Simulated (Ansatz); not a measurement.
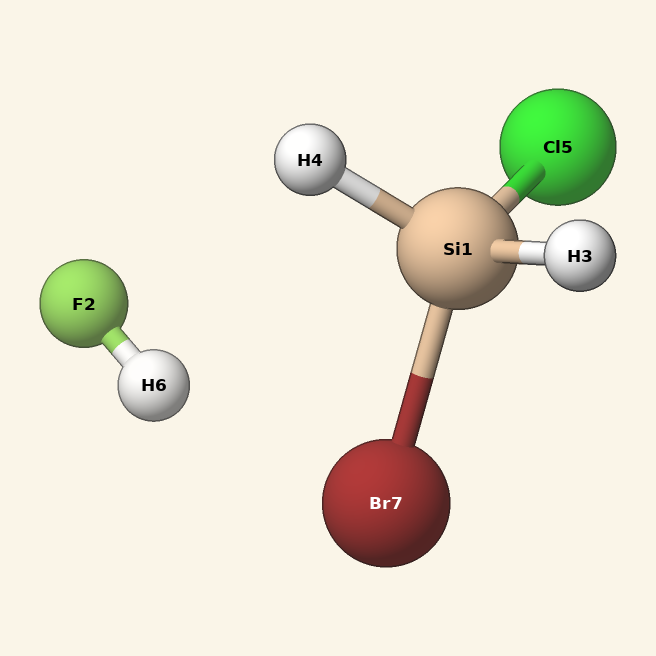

Numbered structure. Computed geometry: PBE0-D4/def2-TZVP optimisation.

**How are the neighbours of atom 1 arranged?**

Si1 has 4 neighbours (H3 at 1.48, H4 at 1.47, Cl5 at 2.03, Br7 at 2.23 Å); the arrangement is tetrahedral.
